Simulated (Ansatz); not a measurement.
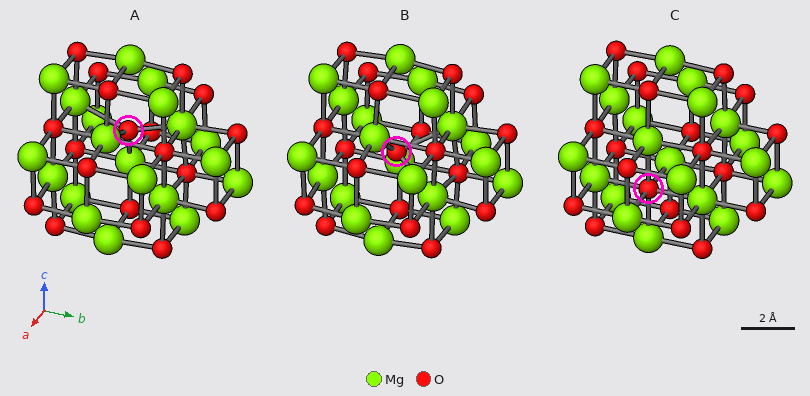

3 geometries from a converged minimum-energy path of MgO with an O vacancy (63 atoms in the cell), shuffled. Style: ball-and-stick. Shown: the atoms within 4.6 Å of the middle of the path, from a free direction. The moving atom is ringed, with any periodic copies. Bonds to atoms that aren't drawn are left out.

Theory: DFT PBE-D3(BJ), scalar-relativistic, plane waves, PAW (Ansatz). Settings: plane-wave cutoff 420 eV; k-point mesh 1 × 1 × 1; Gaussian smearing 0.05 eV; 3 movable images; climbing image; force threshold 0.05 eV/Å; iteration limit 80; optimiser FIRE; starting path by straight interpolation.

> Which frame is the top of the path?

B. In order along the path, whose images run from 0 to 4: C (image 0, 0.00 eV), B (image 2, +2.49 eV), A (image 3, +1.17 eV). It is a vacancy jump: a nearby atom moves into the empty site and leaves its own site empty. An O atom travels furthest, 3.13 Å from end to end, along [−1 0 1], on a path that bends up to 0.30 Å away from the straight line. At the highest image its nearest neighbour (Mg) is 1.87 Å away, against 2.20 Å at the start, and the surrounding atoms stand up to 0.24 Å off the mean of their end positions.

The run took 14 min on 4 threads of Arm Neoverse V1, with other jobs on the host, peak memory 2.1 GiB.

PAW datasets: the set soft_1.
